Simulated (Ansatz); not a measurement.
**BHCl₂ (singlet): the correlation ladder, cc-pVDZ**

How much of the correlation energy of BHCl₂ (singlet) does each wave-function method recover here?

The runs use Ansatz 0.2.0, Gaussian basis; cc-pVDZ, core rule «outside noble gas», up to 11 orbitals frozen.

Plan: UHF; CCSD(T) on RHF; BCCD(T) on RHF; CISD; CCSDT(Q) on RHF; CASSCF and MRCISD+Q, 14 electrons in 11 orbitals; CASSCF and NEVPT2, 14 electrons in 11 orbitals.

22 further runs of the same task are left out: 11 that didn't finish, 11 set aside as unsound or not needed.

## Step 1: The system

The geometry is a PBE0/def2-TZVP stationary point (not a proven minimum) of the parent state, kept for this charge and spin.

4 atoms, charge 0, spin multiplicity 1.

Atoms are counted from 1 here; the program's logs count them from 0.

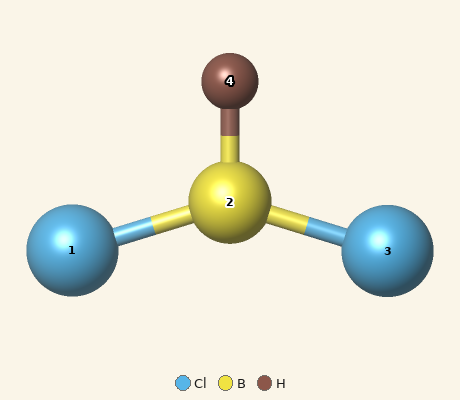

The geometry (chlorine blue, boron yellow, hydrogen brown); atoms are numbered from 1 in the order of the file.

## Step 2: UHF

Contents of in.yaml:

```yaml
crystal:
  periodic: [false, false, false]
  atoms:
    - {symbol: Cl, position_ang: [0.000000, -0.088841, 1.659008]}
    - {symbol: B, position_ang: [0.000000, 0.424315, 0.000000]}
    - {symbol: Cl, position_ang: [0.000000, -0.088841, -1.659008]}
    - {symbol: H, position_ang: [0.000000, 1.698628, 0.000000]}
basis:
  gaussian: {orbitals: cc-pVDZ}
magnetization: {spin_polarized: true, initial_magnetization: 0}
hamiltonian: {xc: hf}
output: {orbitals: {seedname: orbitals}}
```

The run is started by

```sh
$ ansatz run in.yaml --threads 1 --pin off --events-out ev --progress --plain --max-ram 2393MiB
```

Further steps of the session: CCSD(T) on RHF; BCCD(T) on RHF; CISD; CCSDT(Q) on RHF; CASSCF and MRCISD+Q, 14 electrons in 11 orbitals; CASSCF and NEVPT2, 14 electrons in 11 orbitals.

Before running them: what should the planned runs give, taken together? Wanted: RCCSDT(Q) below the RHF energy; RMP2 from RCCSDT(Q); RCCSD from RCCSDT(Q); RCCSD(T) from RCCSDT(Q); NEVPT2 valence from RCCSDT(Q); MRCISD+Q valence from RCCSDT(Q); T1 diagnostic; effectively unpaired electrons.

The runs gave:

| quantity | value |
| --- | --- |
| RCCSDT(Q) below the RHF energy | -10.8488 eV |
| RMP2 from RCCSDT(Q) | +1177.7 meV |
| RCCSD from RCCSDT(Q) | +313.0 meV |
| RCCSD(T) from RCCSDT(Q) | +41.3 meV |
| NEVPT2 valence from RCCSDT(Q) | +1568.7 meV |
| MRCISD+Q valence from RCCSDT(Q) | +87.5 meV |
| levels within 1 kcal/mol (43 meV) | RCCSD(T), BCCD(T), RCCSDT |
| T1 diagnostic | 0.013 |
| effectively unpaired electrons | 0.02 |

What this shows: RCCSD(T) lands +41.3 meV from the yardstick (0.4 % of the correlation energy). One determinant dominates. Of the multireference levels listed MRCISD+Q valence comes nearest in total energy (+87.5 meV), which doesn't show that its space is the better one. These misses are within one basis, not against nature.
